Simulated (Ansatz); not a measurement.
## Pressure series in Ag

Start from Ag in the fcc (Cu type) structure (space group Fm-3m, No. 225; a = 4.104 Å).

Cell and atoms are relaxed at each pressure.

The values are results of Ansatz (a quantum-chemistry and plane-wave program) r2SCAN, no spin-orbit coupling, not measurements.

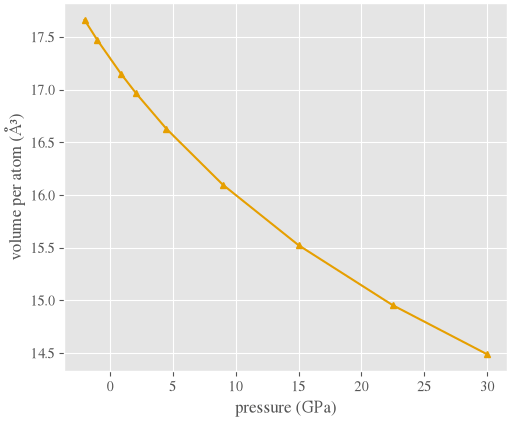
Fig. 1. Volume against pressure

**Question.** Estimate the zero-pressure bulk modulus from the plot.

**Answer.** About 100 GPa; a third-order Birch–Murnaghan fit to the points gives V₀ = 17.30 Å³/atom, B₀ = 102 GPa and B₀′ = 5.8.

Measured bulk modulus of Ag: 110 GPa (static lattice; corrected from measurement; as listed in H. Levämäki et al., Physical Review B (2014)); the computed value is 8 % below it.

Load acts through the strain it causes; cell and atoms are relaxed under it. No phonon test of stability was made. Competing high-pressure phases were not computed.
